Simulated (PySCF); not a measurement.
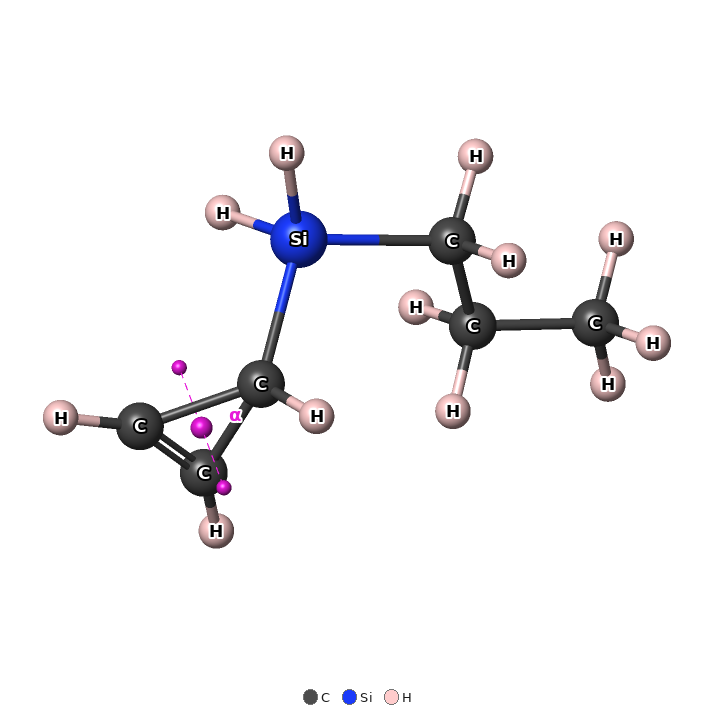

The small points mark where nucleus-independent chemical shifts (NICS) were computed: at the centre of each lettered ring and 1 Å above and below it. The geometry was computed by an optimisation with GFN2-xTB. No frequency run is at hand to confirm it as a minimum. Level of theory: GIAO PBE0/pcSseg-1 NMR shielding, non-relativistic, gas phase (PySCF 2.14.0).

Give NICS(0), NICS(1) and the out-of-plane component NICS(1)zz for each ring (means of the two sides).

```csv
ring,members,NICS(0),NICS(1),NICS(1)zz
α,C3,−28.5,−5.4,−12.5
```

Values in ppm.

The geometry is semi-empirical. Around Si such bond lengths and angles can be off by a tenth of an ångström or more and by several degrees, and values that hang on the shape move with them.
